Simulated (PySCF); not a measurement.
# C3H7FOSi: what the fields show

```yaml
atoms:
  - { symbol: F, position_ang: [0.1262, 1.6239, 0.5260] }
  - { symbol: C, position_ang: [-0.7577, 1.0715, -0.3479] }
  - { symbol: C, position_ang: [-1.8025, 0.1683, 0.2137] }
  - { symbol: C, position_ang: [-0.6383, -0.4093, -0.5446] }
  - { symbol: O, position_ang: [0.3101, -1.1037, 0.1697] }
  - { symbol: Si, position_ang: [1.9235, -0.6896, 0.3707] }
  - { symbol: H, position_ang: [-0.9729, 1.7360, -1.1907] }
  - { symbol: H, position_ang: [-1.7587, 0.0223, 1.2963] }
  - { symbol: H, position_ang: [-2.8025, 0.1624, -0.2273] }
  - { symbol: H, position_ang: [-0.8246, -0.8033, -1.5522] }
  - { symbol: H, position_ang: [2.1648, -0.0357, 1.6876] }
  - { symbol: H, position_ang: [2.3763, 0.2002, -0.7409] }
  - { symbol: H, position_ang: [2.6814, -1.9724, 0.3282] }
```

Geometry: PBE0-D3(BJ)/def2-SVP.

Level of theory: PySCF 2.14.0, CAM-B3LYP/def2-SVPD, SCF density, gas phase.

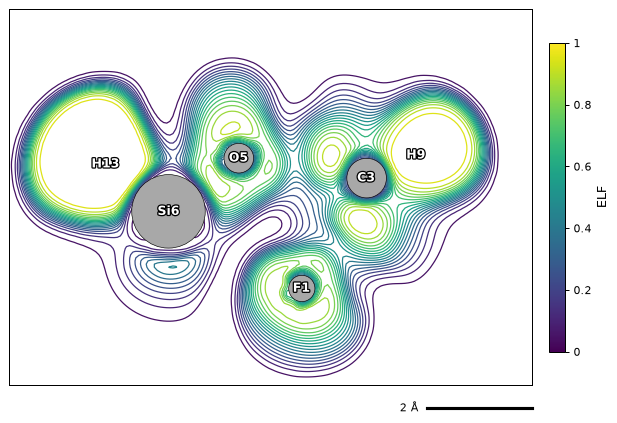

Figure 1. ELF on the plane of atoms O5, Si6 and H13. Grey discs cover the atomic cores.

**Interpret the plot.**

The section cuts through F, C, O, Si and H sites.
Si–O (1.68 Å): the ELF peaks at about 0.90 between the atoms, as expected for a polar covalent bond.
C–H (1.09 Å): the ELF climbs to about 1 towards the hydrogen, as it does in any bond to H: an ordinary covalent bond to hydrogen.
Si–H (1.49 Å): the ELF climbs to about 1 towards the hydrogen.
The ELF also peaks beside F1 and O5, away from the bonds: lone-pair regions.

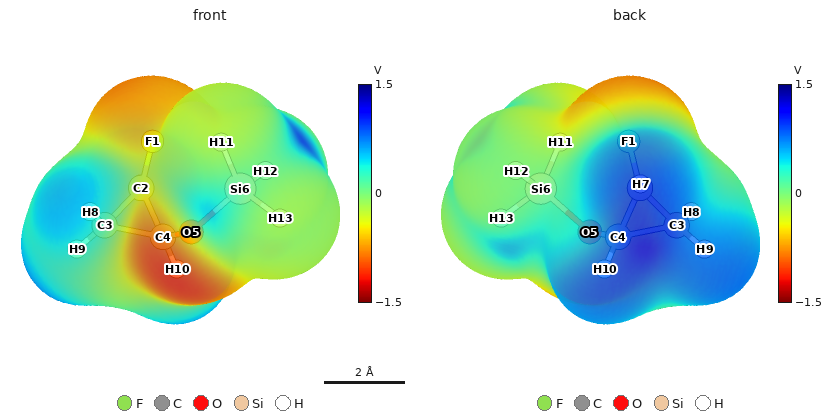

Figure 2. The electrostatic potential painted on the density surface at 0.001 e/bohr³, seen from the front and from behind; the colour scale runs from red (negative) to blue (positive).

**Where is the surface potential most negative and most positive?**

The most negative region (about −1.0 V, or −23 kcal/mol for a unit charge) lies over O5, the most positive (about +1.0 V, or +23 kcal/mol for a unit charge) over C2, C3, C4 and H7. O5 is the likeliest acceptor of a hydrogen bond.

**What dipole moment does the calculation give?**

Its dipole moment is 1.96 D.
